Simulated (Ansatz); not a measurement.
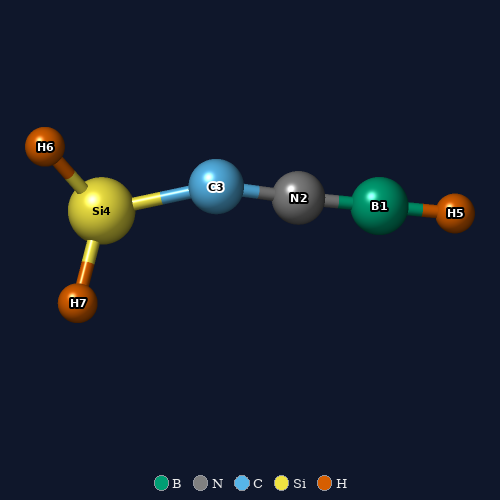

The system is CH₃BNSi, SMILES [BH]N=C=[SiH2], spin multiplicity 2; the picture shows the reference structure. The first coordinate is: umbrella angle at Si4 (between each of its bonds and their common axis; 90 is planar); the second: change of the bonds Si4–C3, Si4–H6, Si4–H7, all alike. Nothing is relaxed (all other coordinates rigid). The scan uses a 13 × 13 grid. At 40 points there is no value. Points are written as (first, second). Energies are in kJ/mol, from the lowest grid point. In part of the range the unrestricted reference is strongly spin-contaminated. The calculation used Ansatz 0.2.0, UHF/def2-TZVP.

Its coordinates:

```yaml
atoms:
  - { symbol: B, position_ang: [-1.3290, -1.5844, -1.1224] }
  - { symbol: N, position_ang: [-0.6740, -0.8117, -0.3925] }
  - { symbol: C, position_ang: [-0.0511, -0.0270, 0.4073] }
  - { symbol: Si, position_ang: [1.3161, 1.0629, 0.7611] }
  - { symbol: H, position_ang: [-1.9384, -2.3061, -1.8016] }
  - { symbol: H, position_ang: [1.3748, 1.3703, 2.1986] }
  - { symbol: H, position_ang: [1.3016, 2.2960, -0.0505] }
```

Range: umbrella angle at Si4 (between each of its bonds and their common axis; 90 is planar) from 60.9 to 119.1°; change of the bonds Si4–C3, Si4–H6, Si4–H7, all alike from −0.173 to 0.268 Å.

What landscape does the calculation give?

The lowest grid point is at (109.4°, 0.011 Å). The highest grid point, (90.0°, 0.268 Å), lies 219 kJ/mol above the lowest.

```tsv
second ↓, first →	60.9	65.7	70.6	75.4	80.3	85.1	90.0	94.9	99.7	104.6	109.4	114.3	119.1
0.268	189	172	167	173	190	210	219	204	179	158	147	148	160
0.231	159	–	134	–	155	–	181	–	144	–	115	–	130
0.195	132	112	105	110	124	141	147	133	112	94	85	88	104
0.158	107	–	78	–	95	–	115	–	82	–	58	–	81
0.121	87	64	55	58	69	82	86	74	56	41	35	42	61
0.084	72	–	37	–	48	–	62	–	35	–	17	–	46
0.047	62	–	25	25	33	42	44	34	19	8	5	15	38
0.011	60	–	20	–	24	–	32	–	–	–	0	–	36
−0.026	66	38	23	19	23	–	28	20	9	2	3	16	43
−0.063	82	–	35	–	31	–	33	–	17	–	15	–	59
−0.100	109	77	59	51	51	51	49	43	36	33	39	56	87
−0.137	150	–	96	–	83	–	78	–	68	–	76	–	129
−0.173	205	169	147	–	129	125	121	116	114	116	127	149	184
```

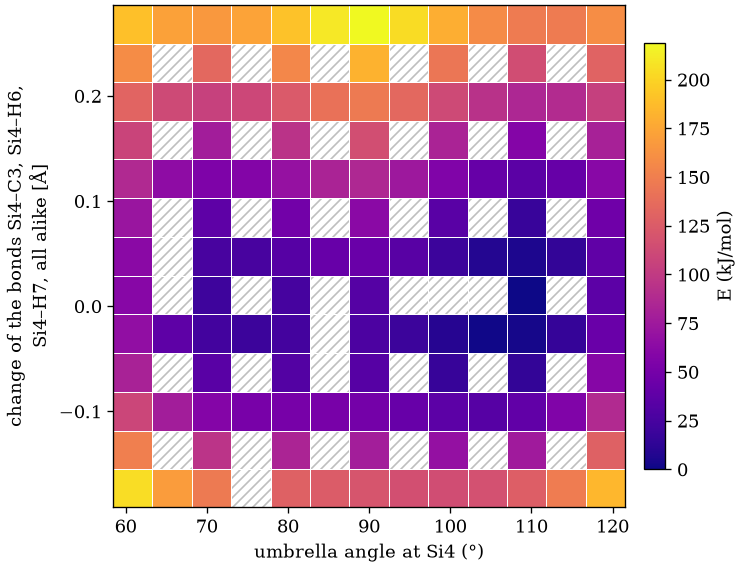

In the figure: one coloured cell a grid point, hatched blanks where no value was computed.

Time for the 129 points that were run: 71 min on 1 thread of Arm Neoverse N1 (shared host).
